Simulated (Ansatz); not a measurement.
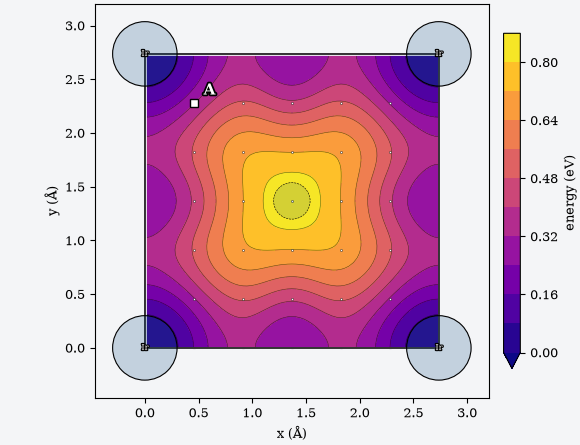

Cl on an Ir(100) slab cut from the Fm-3m phase, its upper half relaxed before the scan (3 atoms of substrate and one adsorbate in a 1 × 1 cell). 
- Cl is moved over the surface cell; relaxed at each place: the height of the adsorbate's atoms; substrate rigid; the origin of the map has the adsorbate above Ir3.
- Places are given modulo a cell vector. The map is drawn in real space over the plane of the surface.
- Grid: 6 × 6 points; 10 points were computed and 26 follow by symmetry.
- Energies: eV, counted from the lowest grid point.
- With one adsorbate in each 1 × 1 cell, its nearest image is 2.7 Å away, so neighbouring adsorbates interact.
- Method: DFT PBE, scalar-relativistic, plane waves, PAW (Ansatz 0.2.0). Settings: cutoff 420 eV, k-mesh 10×10×1, gaussian smearing 0.1 eV, no spin polarisation.

The picture shows filled contours, dots at the grid points, labelled circles for the atoms of the top layer and small ones for the second layer, the outline of one cell of the plane, the point A. Between grid points the surface is interpolated.

Q: Is A at rest? If not, where is it pushed?

A: A, at (1/6, 5/6) of the cell vectors, is not a stationary point. The computed force is 0.8 eV/Å in the plane, pointing up and left in the picture (components −0.57 and 0.57 eV/Å).

PAW datasets: the set soft_1.
